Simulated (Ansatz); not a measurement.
Cr₂N (space group P-31m)

```
Cr2N
1.0
    4.71882     0.00000     0.00000
   -2.35941     4.08662     0.00000
    0.00000     0.00000     4.35893
Cr N
6 3
Cartesian
  1.53972   0.00000   1.10409
 -0.76986   1.33344   1.10409
  1.58955   2.75318   1.10409
 -1.58955   2.75318   3.25484
  3.17910   0.00000   3.25484
  0.76986   1.33344   3.25484
  0.00000   2.72441   2.17946
  2.35941   1.36221   2.17946
  0.00000   0.00000   0.00000
```

E(V) scan at fixed shape, V₀ the volume above. The atoms relax within the cell's symmetry.

All values below come from PBEsol (plane waves to 420 eV, PAW, scalar-relativistic; Ansatz, a first-principles code). k mesh 11×11×11 (Γ-centred), Fermi-Dirac smearing 0.05 eV. Energies are smeared free energies. With the shape held, the modulus is that of even scaling; a crystal free to change shape is softer. Cr2N is run without spin polarisation. Cr2N was relaxed with its symmetry unable to fall. The zero of ΔE is the relaxed starting cell.

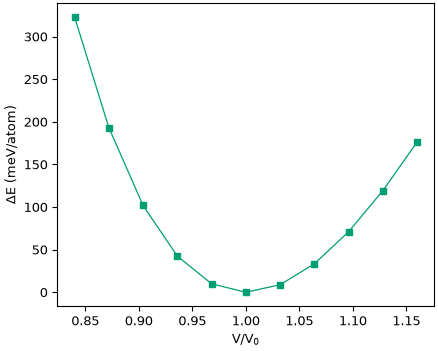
Figure. ΔE (meV/atom) against V/V₀; one marker a computed point.

**Question.** What is ΔE at V/V₀ = 1.160?

**Answer.** About 180 meV/atom.

**Question.** What is ΔE at V/V₀ = 0.840?

**Answer.** About 320 meV/atom.

**Question.** What bulk modulus at fixed cell shape B₀ follows from a third-order Birch-Murnaghan fit?

**Answer.** About 310 GPa.

(Under strain, the slope of the energy per volume gives the stress and its curvature an elastic modulus.)
